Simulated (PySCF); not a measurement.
System: C₃H₁₂N₂OSi.

The calculation's input:

```
{"job": {"kind": "nmr", "xc": "PBE0", "basis": "pcSseg-1"}, "charge": 0, "multiplicity": 1}
C     -2.811511     0.281830     0.046304
C     -1.753957    -0.275221    -0.906084
N     -0.736462    -1.052918    -0.243732
Si     0.609126    -0.370613     0.588537
O      1.487077    -1.562275     1.263843
N      1.526023     0.415347    -0.638842
C      2.819955     0.996552    -0.372248
H     -2.340398     0.923172     0.786641
H     -3.316432    -0.529888     0.566071
H     -3.552706     0.856677    -0.503616
H     -1.259470     0.549965    -1.421203
H     -2.241256    -0.901586    -1.663354
H     -1.145157    -1.854438     0.214583
H      0.329281     0.424944     1.788100
H      1.848003    -2.243036     0.702212
H      1.027008     0.934229    -1.343912
H      2.754117     2.016258     0.024239
H      3.418827     1.019979    -1.285735
H      3.328127     0.380273     0.365870
```

Run with:

```sh
OMP_NUM_THREADS=1 python probes_run.py task.json out
```

Geometry: GFN2-xTB.

Theory: PBE0/pcSseg-1, SCF density, gas phase, non-relativistic (PySCF).

Q: What will maps of the electron density and electron localisation function show?

A: C–N (1.44 Å): ρ is about 1.9 e/Å³ halfway; the ELF peaks at about 0.90 between the atoms; localised, covalent bonding.
C–C (1.53 Å): ρ at the midpoint is about 1.7 e/Å³; the ELF peaks at about 0.95 between the atoms (a covalent bond).

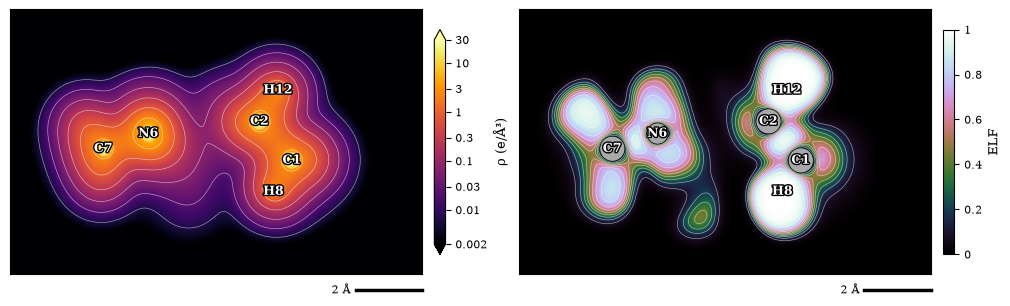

Computed electron density and electron localisation function on the plane of atoms C2, C1 and H8, in this order. Grey discs cover the atomic cores in the ELF map. 
